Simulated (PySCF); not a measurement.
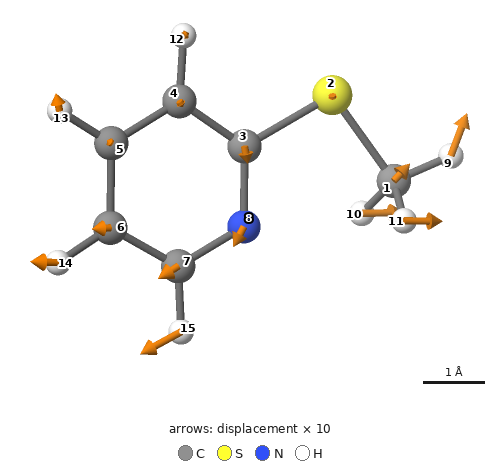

This is a relaxation of C6H7NS. The starting structure is drawn; orange arrows show the displacements, magnified 10 times. The two geometries are superimposed by the best rigid fit.

A ball-and-stick model, seen at a tilt.

The start comes from GFN2-xTB.

Computed with PBE0-D3(BJ)/def2-SVP geometry optimisation, gas phase in PySCF 2.14.0, density-fitted response routines. 

> Atoms of which element are displaced furthest, and by how much?

Hydrogen: up to 0.081 Å, against 0.041 Å for carbon.

> What happened in the run?

The atom that moves furthest after the best rigid fit is H15 (0.081 Å). By element the largest moves are H 0.081 Å, C 0.041 Å, N 0.038 Å, S 0.010 Å. Among the contacts that change: C4–H12 1.078 → 1.092 Å, C1–H9 1.085 → 1.098 Å, C1–S2 1.812 → 1.799 Å, C1–H10 1.085 → 1.098 Å. The energy falls by 1.09 kcal/mol in 4 geometry steps. Largest force component: 0.59 eV/Å at the start, 0.019 eV/Å at the end. The run took about 50 core-seconds on a shared host.
